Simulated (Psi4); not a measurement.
AlSiH₄Cl: excited-state calculation

The run: excited-state calculation of AlSiH₄Cl. Method and program: TDDFT (CAM-B3LYP)/def2-SVP, RKS (Psi4 1.11).

The geometry was optimised with CAM-B3LYP/def2-SVP.

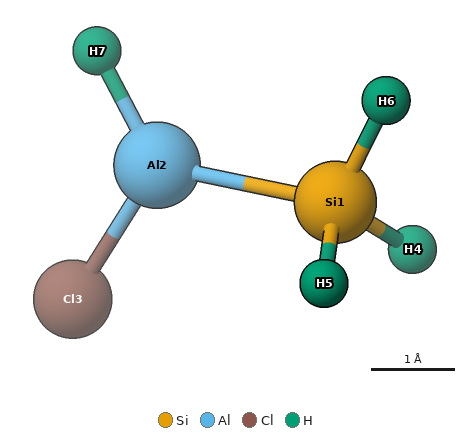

*The structure as given in the input (ball-and-stick view, seen at a tilt; atoms are numbered from 1 in the order of the input). Sticks mark near contacts.*

## The input (calc.inp)
```python
memory 1600 mb

molecule m {
  0 1
  Si    -0.866532     0.585607    -0.312825
  Al     1.082805    -0.610738     0.532788
  Cl     1.798051    -2.227727    -0.613503
  H     -2.026199    -0.342583    -0.455130
  H     -0.578804     1.164567    -1.657729
  H     -1.269601     1.697752     0.595441
  H      1.879589    -0.304923     1.857931
  symmetry c1
}

set globals {
  basis def2-SVP
  save_jk true
}

from psi4.driver.procrouting.response.scf_response import tdscf_excitations
e_tot, wfn = energy("cam-b3lyp", return_wfn=True)
states = tdscf_excitations(wfn, states=4, tda=False)
```

Machine: 1 thread of AMD EPYC (Zen 5), 16 GiB of memory available, shared host.

Launch command:
```bash
psi4 -i calc.inp -o calc.out -n 1
```

## The program's output
```
Psi4 1.11 release

   => Loading Basis Set <=

    Name: DEF2-SVP
    Role: ORBITAL
    Keyword: BASIS

         ---------------------------------------------------------
                                   SCF
                              RKS Reference
                        1 Threads,   1525 MiB Core
         ---------------------------------------------------------

  ==> Geometry <==

    Molecular point group: c1
    Full point group: C1

    Geometry (in Angstrom), charge = 0, multiplicity = 1:

       Center              X                  Y                   Z               Mass
    ------------   -----------------  -----------------  -----------------  -----------------
         SI          -1.567244704058     1.391962839094    -0.147999665775    27.976926534650
         AL           0.382092295942     0.195617839094     0.697613334225    26.981538530000
         CL           1.097338295942    -1.421371160906    -0.448677665775    34.968852682000
         H           -2.726911704058     0.463772839094    -0.290304665775     1.007825032230
         H           -1.279516704058     1.970922839094    -1.492903665775     1.007825032230
         H           -1.970313704058     2.504107839094     0.760266334225     1.007825032230
         H            1.178876295942     0.501432839094     2.022756334225     1.007825032230

  Running in c1 symmetry.

  Rotational constants: A =      0.44344  B =      0.06520  C =      0.05799 [cm^-1]
  Rotational constants: A =  13294.12968  B =   1954.67453  C =   1738.45431 [MHz]
  Nuclear repulsion =  164.870263643094518

  Charge       = 0
  Multiplicity = 1
  Electrons    = 48
  Nalpha       = 24
  Nbeta        = 24

  ==> Algorithm <==

  SCF Algorithm Type is DF.
  DIIS enabled.
  MOM disabled.
  Fractional occupation disabled.
  Guess Type is SAD.
  Energy threshold   = 1.00e-06
  Density threshold  = 1.00e-06
  Integral threshold = 1.00e-12

  ==> Primary Basis <==

  Basis Set: DEF2-SVP
    Blend: DEF2-SVP
    Number of shells: 36
    Number of basis functions: 74
    Number of Cartesian functions: 77
    Spherical Harmonics?: true
    Max angular momentum: 2

  ==> DFT Potential <==

   => LibXC <=

    Version 7.1.2

   => Composite Functional: CAM-B3LYP <=

    CAM-B3LYP Hyb-GGA Exchange-Correlation Functional

    Deriv               =              1
    GGA                 =           TRUE
    Meta                =          FALSE

    Exchange Hybrid     =           TRUE
    MP2 Hybrid          =          FALSE

   => Exchange Functionals <=

    0.3500         Becke 88 [omega = 0.3300]
    0.4600   Short-range recipe for B88 functional - erf [omega = 0.3300]

   => Exact (HF) Exchange <=

    0.4600            HF,LR [omega = 0.3300]
    0.1900               HF

   => Correlation Functionals <=

    0.1900   Vosko, Wilk & Nusair (VWN5)
    0.8100   Lee, Yang & Parr

   => LibXC Density Thresholds  <==

    XC_HYB_GGA_XC_CAM_B3LYP:  1.00E-14

   => Molecular Quadrature <=

    Radial Scheme          =       TREUTLER
    Pruning Scheme         =           NONE
    Nuclear Scheme         =       TREUTLER

    Blocking Scheme        =         OCTREE
    BS radius alpha        =              1
    Pruning alpha          =              1
    Radial Points          =             75
    Spherical Points       =            302
    Total Points           =         151688
    Total Blocks           =           1205
    Max Points             =            256
    Max Functions          =             72
    Weights Tolerance      =       1.00E-15

   => Loading Basis Set <=

    Name: (DEF2-SVP AUX)
    Role: JKFIT
    Keyword: DF_BASIS_SCF

  ==> Integral Setup <==

  DFHelper Memory: AOs need 0.056 GiB; user supplied 0.886 GiB.
  SCF_SUBTYPE=INCORE selected. In-core MEM_DF algorithm will be used.
  Using in-core AOs.

  ==> MemDFJK: Density-Fitted J/K Matrices <==

    J tasked:                   Yes
    K tasked:                   Yes
    wK tasked:                  Yes
    Omega:                3.300E-01
    Memory [MiB]:               907
    Algorithm:                 Core
    Schwarz Cutoff:           1E-12
    Mask sparsity (%):       4.8210
    Fitting Condition:        1E-10

   => Auxiliary Basis Set <=

  Basis Set: (DEF2-SVP AUX)
    Blend: DEF2-UNIVERSAL-JKFIT
    Number of shells: 138
    Number of basis functions: 456
    Number of Cartesian functions: 545
    Spherical Harmonics?: true
    Max angular momentum: 4

  Cached 100.0% of DFT collocation blocks in 0.231 [GiB].

  Minimum eigenvalue in the overlap matrix is 8.4310583611E-03.
  Reciprocal condition number of the overlap matrix is 1.9319890897E-03.
    Using symmetric orthogonalization.

  ==> Pre-Iterations <==

  SCF Guess: Superposition of Atomic Densities via on-the-fly atomic UHF (no occupation information).

   -------------------------
    Irrep   Nso     Nmo
   -------------------------
     A         74      74
   -------------------------
    Total      74      74
   -------------------------

  ==> Iterations <==

                           Total Energy        Delta E     RMS |[F,P]|

   @DF-RKS iter SAD:  -993.66286406669519   -9.93663e+02   0.00000e+00
   @DF-RKS iter   1:  -994.24168851261629   -5.78824e-01   3.22931e-03 DIIS/ADIIS
   @DF-RKS iter   2:  -994.26791021829933   -2.62217e-02   1.93036e-03 DIIS/ADIIS
   @DF-RKS iter   3:  -994.27843834746932   -1.05281e-02   2.56969e-04 DIIS/ADIIS
   @DF-RKS iter   4:  -994.27868620965421   -2.47862e-04   7.26734e-05 DIIS
   @DF-RKS iter   5:  -994.27871556130037   -2.93516e-05   1.29224e-05 DIIS
   @DF-RKS iter   6:  -994.27871681842169   -1.25712e-06   1.85300e-06 DIIS
   @DF-RKS iter   7:  -994.27871684173329   -2.33116e-08   5.20740e-07 DIIS
  Energy and wave function converged.

  ==> Post-Iterations <==

   Electrons on quadrature grid:
      Ntotal   =   47.9999975484 ; deviation = -2.452e-06

    Orbital Energies [Eh]
    ---------------------

    Doubly Occupied:

       1A   -101.558295     2A    -66.179929     3A    -56.138675
       4A     -9.514290     5A     -7.280201     6A     -7.276838
       7A     -7.275756     8A     -5.354193     9A     -4.244410
      10A     -3.715995    11A     -3.715943    12A     -3.715560
      13A     -2.804105    14A     -2.798742    15A     -2.795420
      16A     -0.884779    17A     -0.619768    18A     -0.493728
      19A     -0.422193    20A     -0.416853    21A     -0.405501
      22A     -0.392463    23A     -0.391755    24A     -0.331602

    Virtual:

      25A     -0.034309    26A      0.039848    27A      0.047481
      28A      0.102267    29A      0.102414    30A      0.112339
      31A      0.156645    32A      0.184353    33A      0.267961
      34A      0.325747    35A      0.332147    36A      0.350662
      37A      0.361590    38A      0.384834    39A      0.408563
      40A      0.446190    41A      0.456466    42A      0.478015
      43A      0.514253    44A      0.575941    45A      0.577722
      46A      0.610119    47A      0.613406    48A      0.635689
      49A      0.648220    50A      0.711939    51A      0.815831
      52A      0.860949    53A      0.871054    54A      0.896156
      55A      0.900546    56A      0.963627    57A      0.969722
      58A      1.000306    59A      1.017687    60A      1.044997
      61A      1.122936    62A      1.388896    63A      1.442859
      64A      1.557996    65A      1.564644    66A      1.612639
      67A      1.670291    68A      1.725830    69A      1.787925
      70A      1.795083    71A      2.042867    72A      2.115976
      73A      2.240921    74A      2.246454

    Final Occupation by Irrep:
              A
    DOCC [    24 ]
    NA   [    24 ]
    NB   [    24 ]

  @DF-RKS Final Energy:  -994.27871684173329

   => Energetics <=

    Nuclear Repulsion Energy =            164.8702636430945176
    One-Electron Energy =               -1704.4403833667174695
    Two-Electron Energy =                 597.9696323984659330
    DFT Exchange-Correlation Energy =     -52.6782295165762022
    Empirical Dispersion Energy =           0.0000000000000000
    VV10 Nonlocal Energy =                  0.0000000000000000
    Total Energy =                       -994.2787168417332850

Computation Completed

Properties will be evaluated at   0.000000,   0.000000,   0.000000 [a0]

Properties computed using the SCF density matrix

 Multipole Moments:

 ------------------------------------------------------------------------------------
     Multipole            Electronic (a.u.)      Nuclear  (a.u.)        Total (a.u.)
 ------------------------------------------------------------------------------------

 L = 1.  Multiply by 2.5417464519 to convert [e a0] to [Debye]
 Dipole X            :          5.7383656           -5.8909203           -0.1525547
 Dipole Y            :         -5.9068425            6.2501525            0.3433101
 Dipole Z            :         -0.4535335            0.6978230            0.2442895
 Magnitude           :                                                    0.4481207

 ------------------------------------------------------------------------------------

	total time  =          2 seconds =       0.03 minutes

******************************************************************************************
**********                               WARNING                                **********
**********       The names of excited state variables changed between 1.5       **********
**********     and 1.6. For a quick solution, remove the symmetry specifier     **********
**********   from the variable name. For full details, see 'Notes on Psivars'   **********
**********                        in the documentation.                         **********
******************************************************************************************

         ---------------------------------------------------------
                         TDSCF excitation energies
         ---------------------------------------------------------

  ==> Options <==

     Residual threshold  : 1.0000e-04
     Initial guess       : denominators
     Reference           : RHF
     Solver type         : RPA (Hamiltonian)

  ==> Requested Excitations <==

      4 singlet states with A symmetry

  ==> Seeking the lowest 4 singlet states with A symmetry

                        Generalized Hamiltonian Solver

  ==> Options <==

    Max number of iterations        = 60
    Eigenvector tolerance           = 1.0000e-04
    Max number of expansion vectors = 800

  => Iterations <=
                              Max[D[value]]     Max[|R|]   # vectors
  HamiltonianSolver iter   1:   2.53588e-01  1.42069e-01     16
  HamiltonianSolver iter   2:   7.25367e-03  3.92753e-02     24
  HamiltonianSolver iter   3:   5.62458e-04  1.36336e-02     32
  HamiltonianSolver iter   4:   6.57478e-05  6.03645e-03     40
  HamiltonianSolver iter   5:   1.56653e-05  2.47875e-03     48
  HamiltonianSolver iter   6:   2.09765e-06  8.72891e-04     54
  HamiltonianSolver iter   7:   1.66555e-07  2.35496e-04     56
  HamiltonianSolver iter   8:   1.07344e-08  5.38506e-05     58      Converged

******************************************************************************************
**********                               WARNING                                **********
**********  Length-gauge rotatory strengths are **NOT** gauge-origin invariant  **********
******************************************************************************************

                                    Excitation Energy         Total Energy        Oscillator Strength             Rotatory Strength
     #   Sym: GS->ES (Trans)        au              eV              au          au (length)    au (velocity)    au (length)    au (velocity)
    ---- -------------------- --------------- --------------- --------------- --------------- --------------- --------------- ---------------
     1        A->A (1 A)       0.16970         4.61788        -994.10901       0.0061          0.0092         -0.0001         -0.0002
     2        A->A (1 A)       0.23385         6.36351        -994.04486       0.0129          0.0105         -0.0000         -0.0000
     3        A->A (1 A)       0.24466         6.65744        -994.03406       0.0001          0.0028          0.0007          0.0009
     4        A->A (1 A)       0.24624         6.70052        -994.03248       0.0110          0.0076         -0.0005         -0.0005

Contributing excitations and de-excitations
Only contributions with abs(coeff) > 1.00e-01 will be printed:

Excited State    1 (1 A):   0.16970 au   268.49 nm f = 0.0061
  Sums of squares: Xssq =  1.002180e+00; Yssq =  2.179930e-03; Xssq - Yssq =  1.000000e+00
     24a  ->  25a     0.992920 (98.589%)

Excited State    2 (1 A):   0.23385 au   194.84 nm f = 0.0129
  Sums of squares: Xssq =  1.001048e+00; Yssq =  1.048376e-03; Xssq - Yssq =  1.000000e+00
     22a  ->  25a     0.989026 (97.817%)

Excited State    3 (1 A):   0.24466 au   186.23 nm f = 0.0001
  Sums of squares: Xssq =  1.001992e+00; Yssq =  1.991733e-03; Xssq - Yssq =  1.000000e+00
     23a  ->  25a    -0.677917 (45.957%)
     24a  ->  26a    -0.705427 (49.763%)
     24a  ->  27a     0.111704 ( 1.248%)

Excited State    4 (1 A):   0.24624 au   185.04 nm f = 0.0110
  Sums of squares: Xssq =  1.000935e+00; Yssq =  9.353868e-04; Xssq - Yssq =  1.000000e+00
     19a  ->  25a    -0.383453 (14.704%)
     21a  ->  25a    -0.915656 (83.843%)

******************************************************************************************
**********                               WARNING                                **********
**********       The names of excited state variables changed between 1.5       **********
**********     and 1.6. For a quick solution, remove the symmetry specifier     **********
**********   from the variable name. For full details, see 'Notes on Psivars'   **********
**********                        in the documentation.                         **********
******************************************************************************************

    Psi4 run time: 0:00:11.13
```

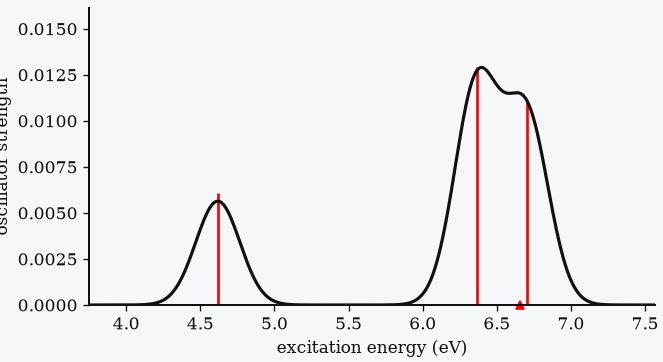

*Computed excitations as sticks (degenerate states added up, dark ones marked on the axis), with a Gaussian envelope of 0.35 eV full width at half maximum, scaled to the tallest.*

Of the 4 states the lowest lies at 4.62 eV (f = 0.006); the strongest line is at 6.36 eV, or 195 nm (f = 0.013).

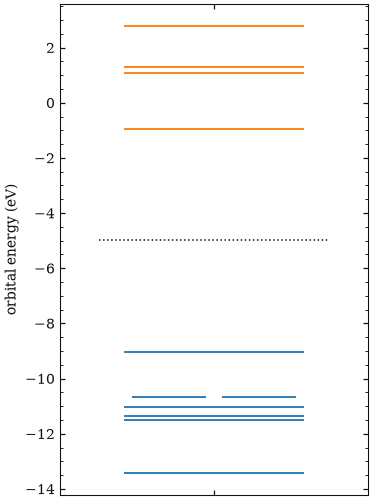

*Orbital energies near the frontier; the dotted line parts filled from empty levels, and levels within 0.02 eV of each other stand side by side.*

Highest filled −9.02 eV, lowest empty −0.93 eV, 8.09 eV apart.

## Results in brief

- outcome: converged
- total energy: −994.278717 hartree
- basis functions: 74
- HOMO: −9.02 eV
- LUMO: −0.93 eV
- dipole moment: 1.14 D
- lowest excitation: 4.62 eV
- wall time: 12 s
- peak memory: 0.52 GiB
